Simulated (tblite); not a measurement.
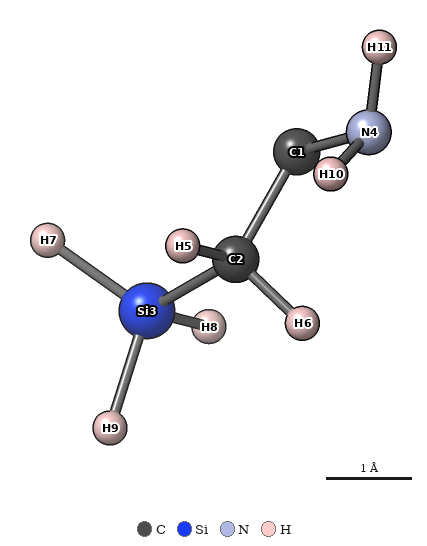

Fig. 1: The input geometry (ball-and-stick view, seen at a tilt; atoms are numbered from 1 in the order of the input). Bond lengths as drawn: C–C 1.50 Å, C–H 1.10 to 1.14 Å, C–N 1.45 Å, C–Si 1.83 Å, H–N 1.05 to 1.06 Å and H–Si 1.45 to 1.51 Å.

**Run report: C2H7NSi, geometry relaxation**

The run: geometry relaxation of C2H7NSi, multiplicity 3. Method and program: GFN2-xTB geometry optimisation, gas phase (tblite 0.8.0).

**Input**
```
{"job": {"kind": "relax", "xc": "GFN2-xTB", "basis": "xTB"}, "charge": 0, "multiplicity": 3}
C      1.047629    -0.607311    -0.313346
C     -0.064246     0.235578     0.224452
Si    -1.710153    -0.549894     0.120561
N      2.255412     0.143842    -0.025400
H     -0.088769     1.178469    -0.332546
H      0.217880     0.510326     1.290074
H     -2.166375    -0.580521    -1.253752
H     -1.779066    -1.878538     0.783035
H     -2.641251     0.326682     0.917850
H      1.974617     1.161409     0.043913
H      3.004242     0.059630    -0.750143
```

The first line tells a small driver script what to run in tblite; the rest is the geometry in Å.

Machine: 1 CPU thread, shared host.

Launch command:
```bash
OMP_NUM_THREADS=1 python <driver script> task.json out
```

**Log**
```
step      E/eV     max force
  0    -334.15973    3.486
  1    -334.42780    1.606
  2    -334.50787    0.695
  3    -334.53933    0.690
  4    -334.62099    0.841
  5    -334.66070    0.743
  6    -334.71291    0.596
  7    -334.75366    0.538
  8    -334.78183    0.491
  9    -334.79799    0.442
 10    -334.81090    0.352
 11    -334.82400    0.308
 12    -334.83314    0.232
 13    -334.84020    0.243
 14    -334.84852    0.259
 15    -334.85643    0.255
 16    -334.86242    0.192
 17    -334.86680    0.178
 18    -334.87134    0.260
 19    -334.87815    0.346
 20    -334.88883    0.399
 21    -334.90275    0.366
 22    -334.91656    0.334
 23    -334.92837    0.302
 24    -334.94104    0.333
 25    -334.95588    0.421
 26    -334.96607    0.386
 27    -334.97988    0.281
 28    -334.99217    0.346
 29    -335.00603    0.392
 30    -335.02804    0.370
 31    -335.04708    0.676
 32    -335.07763    0.513
 33    -335.07943    0.677
 34    -335.09400    0.347
 35    -335.09806    0.186
 36    -335.10447    0.242
 37    -335.11037    0.236
 38    -335.11462    0.206
 39    -335.11825    0.129
 40    -335.12016    0.100
 41    -335.12208    0.142
 42    -335.12424    0.152
 43    -335.12719    0.149
 44    -335.13083    0.166
 45    -335.13455    0.186
 46    -335.13740    0.189
 47    -335.13878    0.163
 48    -335.14054    0.091
 49    -335.14126    0.063
 50    -335.14262    0.111
 51    -335.14374    0.108
 52    -335.14513    0.116
 53    -335.14637    0.098
 54    -335.14768    0.092
 55    -335.14898    0.100
 56    -335.15085    0.117
 57    -335.15335    0.160
 58    -335.15641    0.184
 59    -335.15974    0.164
 60    -335.16335    0.146
 61    -335.16494    0.370
 62    -335.17007    0.199
 63    -335.17336    0.135
 64    -335.17799    0.146
 65    -335.17951    0.184
 66    -335.18156    0.195
 67    -335.18371    0.128
 68    -335.18511    0.126
 69    -335.18651    0.174
 70    -335.18775    0.136
 71    -335.18881    0.128
 72    -335.18937    0.061
 73    -335.18975    0.053
 74    -335.19005    0.039
 75    -335.19032    0.031
 76    -335.19048    0.027
 77    -335.19061    0.031
 78    -335.19074    0.027
 79    -335.19091    0.033
 80    -335.19118    0.053
 81    -335.19156    0.068
 82    -335.19201    0.071
 83    -335.19236    0.054
 84    -335.19256    0.031
 85    -335.19268    0.025
 86    -335.19278    0.031
 87    -335.19288    0.031
 88    -335.19298    0.033
 89    -335.19307    0.028
 90    -335.19314    0.025
 91    -335.19320    0.017
 92    -335.19325    0.015
 93    -335.19328    0.017
 94    -335.19331    0.019
 95    -335.19335    0.020
 96    -335.19340    0.018
 97    -335.19344    0.017
 98    -335.19347    0.017
 99    -335.19350    0.011
100    -335.19351    0.011
101    -335.19352    0.009
102    -335.19353    0.007
```

**Trajectory as extended XYZ (Å, eV, eV/Å), 19 of the 27 frames kept, from step=0 to step=102**
```
11
Properties=species:S:1:pos:R:3:forces:R:3 step=0 energy=-334.15973
C     1.0476   -0.6073   -0.3133    1.1570   3.0610   1.2010
C    -0.0642    0.2356    0.2245    1.2110  -0.4210   0.6340
Si   -1.7102   -0.5499    0.1206   -2.1250  -0.5960   0.9750
N     2.2554    0.1438   -0.0254   -0.0630  -0.3570  -1.5310
H    -0.0888    1.1785   -0.3325   -0.0480   0.1030  -0.1270
H     0.2179    0.5103    1.2901   -0.4640  -0.3410  -0.8080
H    -2.1664   -0.5805   -1.2538   -0.0580  -0.1080  -0.2830
H    -1.7791   -1.8785    0.7830    0.1370   0.3080  -0.3010
H    -2.6413    0.3267    0.9178    0.2590  -0.2860  -0.3560
H     1.9746    1.1614    0.0439    0.6380  -1.2630  -0.1880
H     3.0042    0.0596   -0.7501   -0.6460  -0.1000   0.7830
11
Properties=species:S:1:pos:R:3:forces:R:3 step=4 energy=-334.62099
C     1.0867   -0.4645   -0.2613    0.1060  -0.4100  -0.1700
C    -0.0884    0.2255    0.2416    0.2600   0.1280   0.0080
Si   -1.8032   -0.5685    0.1548    0.2790  -0.0390  -0.2090
N     2.3172    0.1520   -0.0672   -0.0080  -0.2230   0.0180
H    -0.1225    1.1731   -0.3216   -0.4000   0.2020   0.0430
H     0.1584    0.4931    1.2775   -0.3840   0.0470   0.2570
H    -2.1735   -0.5983   -1.2614   -0.1070  -0.1070   0.0260
H    -1.7712   -1.8869    0.7670   -0.0440  -0.1570   0.0040
H    -2.6560    0.3288    0.9098   -0.2930   0.1400   0.1150
H     2.0698    1.1265    0.0365    0.6180   0.5700   0.0260
H     3.0325    0.0189   -0.7711   -0.0280  -0.1520  -0.1180
11
Properties=species:S:1:pos:R:3:forces:R:3 step=12 energy=-334.83314
C     1.1099   -0.3323   -0.2232    0.0000   0.0370  -0.0810
C    -0.1011    0.2701    0.2679   -0.0860   0.1250   0.0680
Si   -1.7969   -0.5876    0.1445   -0.0380  -0.1550  -0.1650
N     2.3963    0.1681   -0.1093    0.1010  -0.1000   0.0820
H    -0.2850    1.2231   -0.2551    0.0370   0.2280   0.0210
H    -0.0256    0.4975    1.3417    0.1300   0.1050   0.1490
H    -2.2352   -0.6718   -1.2459    0.0130  -0.0370  -0.1050
H    -1.7908   -1.9170    0.7363    0.0440  -0.1220   0.0690
H    -2.7144    0.2892    0.8718   -0.0590   0.0240   0.0460
H     2.4553    1.1783    0.0150   -0.1140   0.0610  -0.0020
H     3.0373   -0.1179   -0.8390   -0.0290  -0.1640  -0.0820
11
Properties=species:S:1:pos:R:3:forces:R:3 step=16 energy=-334.86242
C     1.0907   -0.2859   -0.2307   -0.0340   0.0150  -0.0190
C    -0.1145    0.3177    0.2919    0.1230   0.0300  -0.0310
Si   -1.7808   -0.6148    0.1156    0.0000   0.1230   0.1480
N     2.4020    0.1536   -0.0995   -0.0990  -0.0130  -0.0540
H    -0.2873    1.2834   -0.2235   -0.0640   0.0390   0.1470
H    -0.0034    0.5298    1.3722   -0.0610   0.0300  -0.0870
H    -2.2443   -0.6952   -1.2680    0.1170  -0.0520  -0.0750
H    -1.7867   -1.9337    0.7447    0.1190  -0.0310  -0.0510
H    -2.7101    0.2499    0.8506   -0.0880  -0.0010   0.0100
H     2.4813    1.1718    0.0019    0.0030  -0.1600  -0.0830
H     3.0030   -0.1769   -0.8504   -0.0160   0.0210   0.0960
11
Properties=species:S:1:pos:R:3:forces:R:3 step=24 energy=-334.94104
C     0.9590   -0.1128   -0.3234   -0.0360   0.1330  -0.0660
C    -0.1729    0.4906    0.3545    0.3210   0.0400   0.0790
Si   -1.7318   -0.5950    0.1140   -0.0150   0.0960   0.1960
N     2.3235    0.0616   -0.1201   -0.0600   0.0980  -0.0750
H    -0.3817    1.5156   -0.0038   -0.0840  -0.1190  -0.2010
H     0.0063    0.6222    1.4349    0.0120  -0.2250   0.0310
H    -2.0489   -0.8076   -1.2855    0.0000   0.1350  -0.3040
H    -1.5863   -1.9295    0.6749    0.1370  -0.0830   0.1920
H    -2.8194    0.1182    0.7885   -0.0790  -0.0070  -0.0230
H     2.5920    1.0485   -0.1270    0.0070   0.1210   0.0730
H     2.9102   -0.4120   -0.8023   -0.2040  -0.1880   0.0980
11
Properties=species:S:1:pos:R:3:forces:R:3 step=28 energy=-334.99217
C     0.9020   -0.0268   -0.3794    0.3050   0.1080   0.0240
C    -0.1764    0.5530    0.3885   -0.1640  -0.1170  -0.1070
Si   -1.7089   -0.5794    0.1247    0.0160  -0.0710  -0.0840
N     2.2703    0.0493   -0.1424   -0.0370   0.1970  -0.0860
H    -0.4243    1.5687    0.0316   -0.0400  -0.0920   0.1380
H     0.0301    0.6053    1.4697    0.0610   0.0320  -0.1280
H    -1.9497   -0.8070   -1.3049    0.0050   0.1870   0.0140
H    -1.4733   -1.9096    0.6798    0.0580   0.0250   0.1680
H    -2.8708    0.0606    0.7554    0.0170  -0.0370  -0.0500
H     2.6174    1.0218   -0.1610   -0.0130  -0.3400  -0.0590
H     2.8334   -0.5363   -0.7574   -0.2090   0.1090   0.1700
11
Properties=species:S:1:pos:R:3:forces:R:3 step=36 energy=-335.10447
C     0.8191    0.3158   -0.4959    0.0110   0.1380   0.0240
C    -0.2344    0.6886    0.4382   -0.0090   0.0610  -0.0440
Si   -1.6208   -0.6017    0.1002    0.1760   0.0800  -0.0210
N     2.1319    0.0383   -0.2002    0.0580  -0.2180   0.0890
H    -0.5891    1.7126    0.2699   -0.0930  -0.1020  -0.0570
H     0.1103    0.6327    1.4755    0.0090  -0.0220   0.0310
H    -1.7354   -0.7508   -1.3474    0.0000  -0.0410  -0.0690
H    -1.1951   -1.8336    0.7605   -0.0270  -0.0520  -0.0230
H    -2.9325   -0.1866    0.5967   -0.0620   0.0370   0.1150
H     2.7850    0.8101   -0.3140    0.0190   0.0050  -0.0640
H     2.5110   -0.8257   -0.5789   -0.0810   0.1120   0.0180
11
Properties=species:S:1:pos:R:3:forces:R:3 step=40 energy=-335.12016
C     0.8528    0.4066   -0.4888    0.0310   0.0430   0.0580
C    -0.2328    0.7011    0.4340   -0.0200  -0.0650   0.0320
Si   -1.6037   -0.6068    0.0885   -0.0530  -0.0200   0.0010
N     2.1441    0.0369   -0.1747   -0.0750   0.0450  -0.0400
H    -0.6538    1.6977    0.2829    0.0260   0.0430  -0.0650
H     0.0985    0.6315    1.4762    0.0160   0.0450  -0.0090
H    -1.7378   -0.7462   -1.3624    0.0490  -0.0490   0.0210
H    -1.1924   -1.8351    0.7697    0.0070  -0.0280  -0.0950
H    -2.9246   -0.2095    0.5987    0.0690   0.0290   0.0560
H     2.8364    0.7644   -0.3452    0.0160  -0.0090   0.0400
H     2.4632   -0.8408   -0.5744   -0.0650  -0.0320   0.0010
11
Properties=species:S:1:pos:R:3:forces:R:3 step=48 energy=-335.14054
C     0.8759    0.5707   -0.4740    0.0140   0.0060   0.0120
C    -0.2410    0.7398    0.4389   -0.0370  -0.0030   0.0150
Si   -1.5745   -0.6210    0.0783    0.0780   0.0310   0.0330
N     2.1108    0.0403   -0.1733   -0.0280  -0.0480  -0.0070
H    -0.7213    1.7097    0.2952   -0.0100   0.0380  -0.0430
H     0.0955    0.6884    1.4818   -0.0520  -0.0050  -0.0150
H    -1.6682   -0.7861   -1.3724   -0.0400   0.0390   0.0170
H    -1.1409   -1.8707    0.6983    0.0500  -0.0460   0.0120
H    -2.8756   -0.2388    0.6399    0.0360  -0.0010  -0.0260
H     2.8959    0.6565   -0.3630   -0.0160  -0.0020   0.0300
H     2.2933   -0.8894   -0.5450    0.0060  -0.0100  -0.0290
11
Properties=species:S:1:pos:R:3:forces:R:3 step=52 energy=-335.14513
C     0.8813    0.6135   -0.4682    0.0200  -0.0190   0.0640
C    -0.2448    0.7611    0.4399    0.0270   0.0300  -0.0420
Si   -1.5410   -0.6258    0.0819   -0.0620  -0.0910  -0.0380
N     2.0941    0.0312   -0.1739   -0.0470   0.0110   0.0190
H    -0.7384    1.7234    0.2841   -0.0100  -0.0170  -0.0010
H     0.0793    0.7115    1.4861   -0.0090   0.0450  -0.0010
H    -1.6650   -0.7866   -1.3678    0.0020   0.0440   0.0120
H    -1.1139   -1.8954    0.6768    0.0660   0.0640   0.0000
H    -2.8406   -0.2500    0.6445   -0.0130  -0.0080   0.0240
H     2.9019    0.6205   -0.3511   -0.0150  -0.0360   0.0210
H     2.2369   -0.9038   -0.5476    0.0410  -0.0240  -0.0590
11
Properties=species:S:1:pos:R:3:forces:R:3 step=56 energy=-335.15085
C     0.8962    0.6557   -0.4461   -0.0200  -0.0490  -0.0290
C    -0.2506    0.7784    0.4306   -0.0340  -0.0640   0.0480
Si   -1.5285   -0.6432    0.0851    0.0230   0.1040  -0.0090
N     2.0790    0.0099   -0.1651    0.0650  -0.0800  -0.0040
H    -0.7669    1.7259    0.2616    0.0090  -0.0270  -0.0300
H     0.0458    0.7405    1.4862    0.0100   0.0570   0.0120
H    -1.6626   -0.7678   -1.3622   -0.0170  -0.0120  -0.0780
H    -1.0579   -1.9055    0.6573    0.0300   0.0510   0.0160
H    -2.8157   -0.2536    0.6632   -0.0250  -0.0690   0.0470
H     2.9041    0.5759   -0.3303    0.0470   0.0160   0.0510
H     2.2070   -0.9164   -0.5757   -0.0880   0.0730  -0.0240
11
Properties=species:S:1:pos:R:3:forces:R:3 step=64 energy=-335.17799
C     0.8811    0.6945   -0.4166    0.0740   0.0260   0.0430
C    -0.2788    0.8621    0.4381    0.0250   0.0210  -0.0360
Si   -1.4491   -0.6306    0.0819   -0.0150  -0.0120   0.0170
N     1.9798   -0.0945   -0.1527    0.1180  -0.0250  -0.0820
H    -0.8106    1.7791    0.1866    0.0050   0.0340  -0.0320
H    -0.0151    0.9123    1.5024    0.0090  -0.0350  -0.0340
H    -1.6326   -0.7103   -1.3682   -0.0190   0.0050   0.0150
H    -0.7938   -1.8402    0.5880   -0.0520   0.0380  -0.0040
H    -2.7432   -0.4070    0.7322   -0.0100  -0.0860   0.0250
H     2.8710    0.3954   -0.1990   -0.0810  -0.0110   0.0510
H     2.0411   -0.9611   -0.6879   -0.0530   0.0450   0.0370
11
Properties=species:S:1:pos:R:3:forces:R:3 step=68 energy=-335.18511
C     0.9068    0.7402   -0.3892    0.0400   0.0210  -0.0350
C    -0.2819    0.8937    0.4267    0.0100  -0.0040  -0.0240
Si   -1.4247   -0.6275    0.0805    0.0030   0.0030   0.0070
N     1.9571   -0.1237   -0.1559   -0.0730   0.0840   0.0580
H    -0.8356    1.7910    0.1438    0.1080   0.0030   0.0050
H    -0.0429    0.9656    1.4966   -0.0480  -0.0180  -0.0310
H    -1.6379   -0.6877   -1.3663   -0.0160  -0.0030   0.0200
H    -0.7214   -1.8158    0.5606    0.0020  -0.0410  -0.0010
H    -2.7071   -0.4886    0.7718   -0.0260  -0.0200   0.0230
H     2.8703    0.3204   -0.1392   -0.0370  -0.0590  -0.0140
H     1.9672   -0.9679   -0.7247    0.0380   0.0340  -0.0090
11
Properties=species:S:1:pos:R:3:forces:R:3 step=76 energy=-335.19048
C     0.9367    0.7711   -0.3624    0.0050   0.0050  -0.0150
C    -0.2836    0.9047    0.4049   -0.0030   0.0080  -0.0070
Si   -1.4199   -0.6326    0.0849    0.0170   0.0070  -0.0160
N     1.9479   -0.1401   -0.1419    0.0000   0.0150   0.0060
H    -0.8194    1.8003    0.0877   -0.0100  -0.0030   0.0190
H    -0.0946    0.9956    1.4842    0.0080  -0.0150  -0.0190
H    -1.6802   -0.6821   -1.3545   -0.0140  -0.0120   0.0160
H    -0.6940   -1.8241    0.5271    0.0080  -0.0010  -0.0080
H    -2.6771   -0.5258    0.8274   -0.0070   0.0150   0.0070
H     2.8746    0.2684   -0.0757   -0.0070   0.0050   0.0260
H     1.9594   -0.9358   -0.7769    0.0040  -0.0230  -0.0090
11
Properties=species:S:1:pos:R:3:forces:R:3 step=80 energy=-335.19118
C     0.9381    0.7705   -0.3691    0.0010   0.0080  -0.0040
C    -0.2828    0.9001    0.3997    0.0180  -0.0130  -0.0130
Si   -1.4241   -0.6327    0.0844   -0.0320  -0.0180   0.0190
N     1.9552   -0.1324   -0.1443   -0.0270  -0.0450  -0.0100
H    -0.8174    1.7993    0.0914   -0.0120  -0.0020   0.0150
H    -0.0939    0.9776    1.4794    0.0290   0.0140  -0.0020
H    -1.6945   -0.6907   -1.3506   -0.0130  -0.0080  -0.0250
H    -0.7038   -1.8294    0.5261   -0.0050   0.0220  -0.0060
H    -2.6814   -0.5091    0.8292    0.0370   0.0000  -0.0070
H     2.8791    0.2791   -0.0659   -0.0020   0.0130   0.0150
H     1.9755   -0.9326   -0.7756    0.0060   0.0280   0.0190
11
Properties=species:S:1:pos:R:3:forces:R:3 step=88 energy=-335.19298
C     0.9432    0.7703   -0.3799   -0.0090   0.0060  -0.0140
C    -0.2824    0.9019    0.3804   -0.0090  -0.0150   0.0030
Si   -1.4287   -0.6319    0.0792    0.0070  -0.0130   0.0210
N     1.9466   -0.1435   -0.1394    0.0270   0.0190  -0.0030
H    -0.8159    1.8033    0.0766    0.0020  -0.0070   0.0050
H    -0.0874    0.9769    1.4599   -0.0040   0.0130  -0.0060
H    -1.7468   -0.7016   -1.3466    0.0080   0.0130  -0.0020
H    -0.6887   -1.8220    0.5046   -0.0110   0.0110  -0.0100
H    -2.6587   -0.5064    0.8645   -0.0010  -0.0010   0.0010
H     2.8648    0.2644    0.0098   -0.0180  -0.0120   0.0070
H     2.0038   -0.9118   -0.8043    0.0080  -0.0140  -0.0030
11
Properties=species:S:1:pos:R:3:forces:R:3 step=92 energy=-335.19325
C     0.9426    0.7702   -0.3823    0.0000   0.0070  -0.0110
C    -0.2845    0.9031    0.3767    0.0060   0.0030   0.0000
Si   -1.4265   -0.6329    0.0817   -0.0050   0.0060  -0.0050
N     1.9423   -0.1471   -0.1418   -0.0050  -0.0140   0.0000
H    -0.8188    1.8021    0.0683   -0.0020   0.0000  -0.0020
H    -0.0906    0.9861    1.4554    0.0020   0.0050   0.0050
H    -1.7520   -0.6951   -1.3432    0.0030   0.0060   0.0060
H    -0.6777   -1.8196    0.4958   -0.0050  -0.0140   0.0020
H    -2.6510   -0.5106    0.8758   -0.0040  -0.0080   0.0020
H     2.8589    0.2529    0.0313    0.0070   0.0110   0.0050
H     2.0074   -0.9094   -0.8128    0.0030  -0.0030  -0.0010
11
Properties=species:S:1:pos:R:3:forces:R:3 step=100 energy=-335.19351
C     0.9397    0.7602   -0.3919    0.0020  -0.0060   0.0010
C    -0.2821    0.8974    0.3755   -0.0050   0.0030  -0.0030
Si   -1.4337   -0.6327    0.0839   -0.0040   0.0000   0.0010
N     1.9489   -0.1444   -0.1439    0.0070  -0.0020   0.0010
H    -0.8160    1.7973    0.0690   -0.0020   0.0040  -0.0040
H    -0.0813    0.9828    1.4527    0.0050  -0.0040  -0.0010
H    -1.7578   -0.6891   -1.3415    0.0010   0.0020   0.0060
H    -0.6981   -1.8277    0.4990    0.0010  -0.0030  -0.0030
H    -2.6594   -0.5061    0.8764    0.0010  -0.0010  -0.0010
H     2.8586    0.2685    0.0387   -0.0040  -0.0020  -0.0020
H     2.0311   -0.9065   -0.8133   -0.0040   0.0090   0.0050
11
Properties=species:S:1:pos:R:3:forces:R:3 step=102 energy=-335.19353
C     0.9395    0.7595   -0.3926   -0.0010   0.0000  -0.0020
C    -0.2824    0.8978    0.3744    0.0000   0.0010   0.0000
Si   -1.4341   -0.6327    0.0848    0.0010   0.0020  -0.0060
N     1.9486   -0.1450   -0.1433    0.0020  -0.0040   0.0010
H    -0.8159    1.7980    0.0675    0.0010  -0.0010  -0.0020
H    -0.0801    0.9836    1.4514    0.0000  -0.0020   0.0000
H    -1.7586   -0.6881   -1.3407   -0.0010   0.0020   0.0060
H    -0.6979   -1.8282    0.4973    0.0020  -0.0010  -0.0010
H    -2.6590   -0.5075    0.8783   -0.0010   0.0000   0.0010
H     2.8578    0.2675    0.0420   -0.0010   0.0010  -0.0010
H     2.0322   -0.9053   -0.8143   -0.0010   0.0030   0.0040
```

**Key numbers**

```tsv
quantity	value
outcome	converged
total energy	−335.1935 eV
wall time	1.4 s
peak memory	0.18 GiB
```
